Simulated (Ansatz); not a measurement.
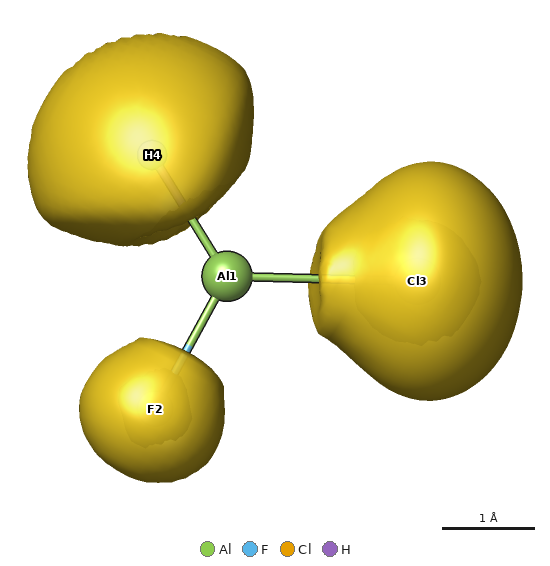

Figure 1: AlClFH. Isosurface of the ELF at 0.75 (yellow), seen across its widest extent. Only the valence region is drawn (cores and ρ < 0.01 e/Å³ removed).

All numbers below come from Ansatz, RKS B3LYP-D4/def2-SVP.

The calculation's input:

```
crystal:
  periodic: [false, false, false]
  atoms:
    - { symbol: Al, position_ang: [0.0, 0.0, 0.0] }
    - { symbol: F, position_ang: [0.0, 0.0, 1.69] }
    - { symbol: Cl, position_ang: [1.9312, 0.0, -1.115] }
    - { symbol: H, position_ang: [-1.351, 0.0, -0.78] }
basis:
  gaussian: { orbitals: def2-SVP }
hamiltonian:
  xc: b3lyp
  dispersion: d4
relax:
  f_tol: 0.02
  max_steps: 40
output:
  orbitals: {}
```

Launched as:

```sh
ansatz run input.yaml --threads 1 --pin off --max-ram 2048MiB --backend cpu --events-out ev --progress --plain --runs-dir out
```

The fields are those of the run's last geometry, not of the input's.

**Identify the bonds, lone pairs and shells in this picture.**

The surface consists of one region around a hydrogen nucleus, one region on Cl in which the atom's valence shell and bonds are merged and one region wrapped around F (its valence shell).

Values along the shortest contacts:
Al–F (1.66 Å): the ELF peaks at about 0.85 in the valence shell of F, 0.6 Å from its nucleus, and is about 0.25 at the midpoint. Al–Cl (2.09 Å): the ELF peaks at about 0.85 in the valence shell of Cl, 0.9 Å from its nucleus, and is about 0.80 at the midpoint.
